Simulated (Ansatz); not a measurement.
```xyz
9

O    -1.5806    0.5251    0.3706
B    -0.3778    1.1642    0.3511
F    -0.3009    2.4590    0.6685
O     0.7522    0.5049    0.0094
Si    0.9184   -1.1028   -0.4162
H    -2.2997    1.1129    0.6308
H     2.3628   -1.3134   -0.6845
H     0.1326   -1.4070   -1.6418
H     0.4816   -1.9891    0.6950
```

Level of theory: RKS PBE0/6-31G* in Ansatz 0.2.0.

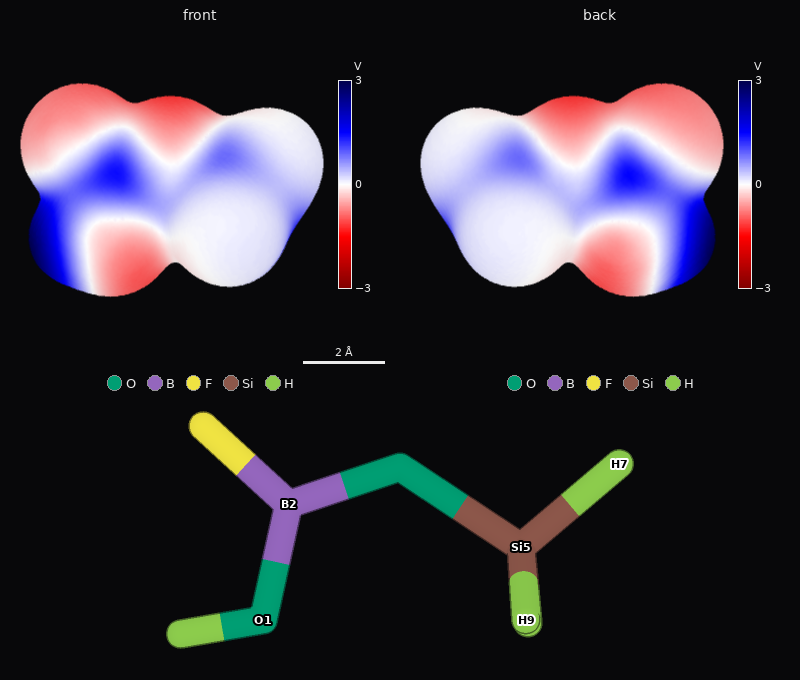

BFH4O2Si. The electrostatic potential painted on the density surface at 0.002 e/bohr³, seen from the front and from behind; red is negative and blue positive. The bare structure is drawn below in the same view.

> Which sites attract a positive test charge, and which a negative one?

A positive charge is drawn to the negative regions and a negative charge to the positive ones. The most negative region (about −1.2 V) lies over O4, the most positive (about +2.9 V) over H6. O4 is the likeliest acceptor of a hydrogen bond.
